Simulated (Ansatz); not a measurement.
How basis sets differ on C2H5N (aziridine)

C2H5N: 8 atoms, total charge 0, spin state singlet. SMILES: `C1CN1`. The coordinates come from a PBE0-D4/def2-TZVP relaxation.

```csv
atom,x (Å),y (Å),z (Å)
C,-0.4420,0.3729,-0.5266
C,0.7018,0.0413,0.3427
N,-0.6464,-0.3792,0.7058
H,-0.5239,-0.1462,-1.4763
H,-0.8504,1.3774,-0.5215
H,1.1307,0.8030,0.9843
H,1.4061,-0.7057,-0.0095
H,-0.7760,-1.3633,0.5010
```

Quantity: the atomisation enthalpy at 298 K, in kJ/mol. The values are calculated. The thermal term (zero-point and 298 K enthalpy, harmonic and unscaled) is that of PBE0-D4/def2-TZVP; the spin-orbit lowering of the free atoms at 298 K, 0.0 kJ/mol by their spectra, is taken off.

**What was measured.** CRC Handbook of Chemistry and Physics gives the atomisation enthalpy at 298 K of the gas as 2870 kJ/mol.

```
     level                    kind  program  value (kJ/mol)  computed − measured  CPU time (all runs)
HSE06/pc-0  range-separated hybrid   Ansatz            2819                  -51                1.2 s
HSE06/pc-1  range-separated hybrid   Ansatz            2854                  -16                1.9 s
HSE06/pc-2  range-separated hybrid   Ansatz            2892                  +22                3.5 s
HSE06/pc-3  range-separated hybrid   Ansatz            2895                  +25                 12 s
```

Nearest: HSE06/pc-1 (-16 kJ/mol); farthest: HSE06/pc-0 (-51 kJ/mol). CPU times are rough (shared hosts, several kinds of processor and program).

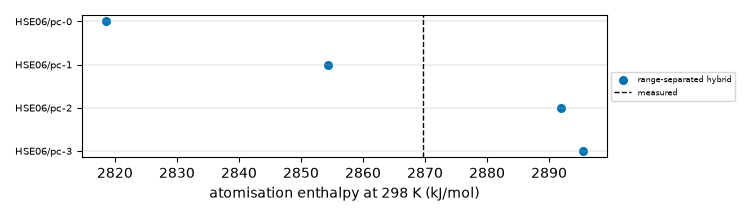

The values of the table, level by level.
